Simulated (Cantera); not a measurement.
Charge: 1 mol SiCl₄, 0.96 mol Cl₂, 13 mol H₂, held at 1.00 bar.

Equilibrium computed with Cantera from the NASA thermochemical tables; the gas is ideal and each condensed phase is pure. Candidate condensed phases: Si; 19 gas species. The tables' values for SiCl₃ are old estimates; treat these amounts as uncertain. Equilibrium is a limit: real reactors are often held back by kinetics, nucleation or transport.

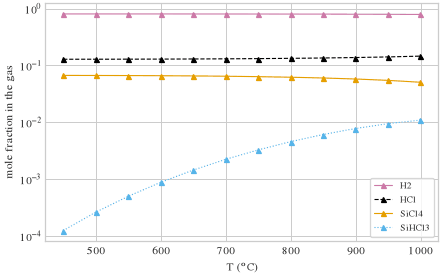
*Equilibrium gas composition (values under 1e-9 drawn at 1e-9)*

From 450 °C to 1000 °C nothing is condensed. The main Si-bearing gas is SiCl₄ throughout.
